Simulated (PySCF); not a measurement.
# C2H8BN (SMILES BNCC) at TPSSh/6-311+G(d,p)

What is the vertical ionisation energy of C2H8BN at TPSSh/6-311+G**? The job is set up through a Python script.

Program for the calculation: PySCF 2.14.0.

**1. The system as given**

C2H8BN: 12 atoms, total charge 0, spin state singlet. As SMILES, `BNCC`. The coordinates come from a PBE0-D4/def2-TZVP relaxation. This is one conformer, not always the lowest.

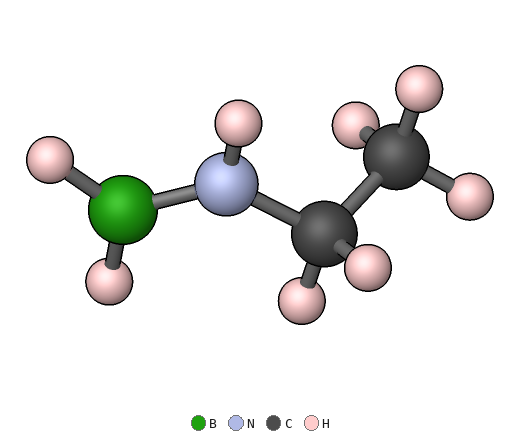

The structure, seen from a chosen angle (boron green, nitrogen light blue, carbon dark grey, hydrogen pink).

**2. The energy at TPSSh/6-311+G(d,p)**

The input, input.py:

```python
from pyscf import gto, dft

molecule = gto.M(
    atom=[
    ('B', (-1.707200, 1.011600, 0.310500)),
    ('N', (-0.337500, 0.821100, 0.292300)),
    ('C', (0.374100, -0.425200, 0.483000)),
    ('C', (1.168100, -0.838400, -0.742300)),
    ('H', (-2.141500, 2.111000, 0.119800)),
    ('H', (-2.420900, 0.070900, 0.517500)),
    ('H', (0.267900, 1.608000, 0.110300)),
    ('H', (-0.367500, -1.187600, 0.730000)),
    ('H', (1.045000, -0.340600, 1.346300)),
    ('H', (1.910500, -0.079600, -1.005500)),
    ('H', (1.700800, -1.774800, -0.560500)),
    ('H', (0.508200, -0.976500, -1.601400)),
],
    basis='6-311+g**',
    spin=0,
    verbose=3,
    max_memory=1860,
    charge=0,
)

mf = dft.RKS(molecule, xc='tpssh')
mf.grids.level = 4
mf.conv_tol = 1e-10
mf.kernel()
if not mf.converged:
    mf = mf.newton().run(mf.mo_coeff, mf.mo_occ)

e_tot = mf.e_tot
print('Final energy', e_tot)
```

Started as:

```console
$ OMP_NUM_THREADS=1 python input.py
```

What it wrote:

```text
converged SCF energy = -160.720182575103
Final energy -160.72018257510325
```

Wall time 72 s (1 thread of Arm Neoverse V1, shared host); peak memory 0.9 GiB.

**3. The doublet cation, same level**

The input, calc.py:

```python
from pyscf import gto, dft

mol = gto.M(
    atom='''
B   -1.707200   1.011600   0.310500
N   -0.337500   0.821100   0.292300
C    0.374100  -0.425200   0.483000
C    1.168100  -0.838400  -0.742300
H   -2.141500   2.111000   0.119800
H   -2.420900   0.070900   0.517500
H    0.267900   1.608000   0.110300
H   -0.367500  -1.187600   0.730000
H    1.045000  -0.340600   1.346300
H    1.910500  -0.079600  -1.005500
H    1.700800  -1.774800  -0.560500
H    0.508200  -0.976500  -1.601400
''',
    basis='6-311+g**',
    verbose=3,
    spin=1,
    max_memory=1860,
    charge=1,
)

ks = dft.UKS(mol, xc='tpssh')
ks.conv_tol = 1e-10
ks.grids.level = 4
ks.kernel()
if not ks.converged:
    ks = ks.newton().run(ks.mo_coeff, ks.mo_occ)

e_tot = ks.e_tot
print('Final energy', e_tot)
```

Started as:

```console
$ OMP_NUM_THREADS=1 python calc.py
```

What it wrote:

```text
WARN: HOMO -0.323909585565145 >= LUMO -0.323909585565147

converged SCF energy = -160.356809156438  <S^2> = 0.75443521  2S+1 = 2.0044303
Final energy -160.3568091564378
```

It took 2.9 min on 1 thread of Arm Neoverse V1, shared host; peak memory 0.91 GiB.

**4. Outcome**

Level: TPSSh/6-311+G**.

| quantity | value |
| --- | --- |
| singlet C2H8BN: total energy | -160.72018 Eh |
| singlet C2H8BN: dipole moment | 2.15 D |
| singlet C2H8BN: HOMO energy | -7.12 eV |
| singlet C2H8BN: LUMO energy | -0.23 eV |
| singlet C2H8BN: HOMO–LUMO gap | 6.89 eV |
| doublet cation: total energy | -160.35681 Eh |
| doublet cation: HOMO energy (highest over α and β) | -14.31 eV |
| doublet cation: LUMO energy (lowest over α and β) | -12.63 eV |
| doublet cation: ⟨S²⟩ | 0.754 |
| vertical ionisation energy (to the doublet cation) | 9.888 eV |

What this shows: Removing an electron at fixed nuclei costs 9.89 eV (228 kcal/mol). The negative HOMO energy of the first species, 7.12 eV, lies 2.77 eV below that difference. Mulliken charges (doublet cation) run from -0.49 on C4 to +0.34 on H7; in a basis this large or diffuse they mean little.
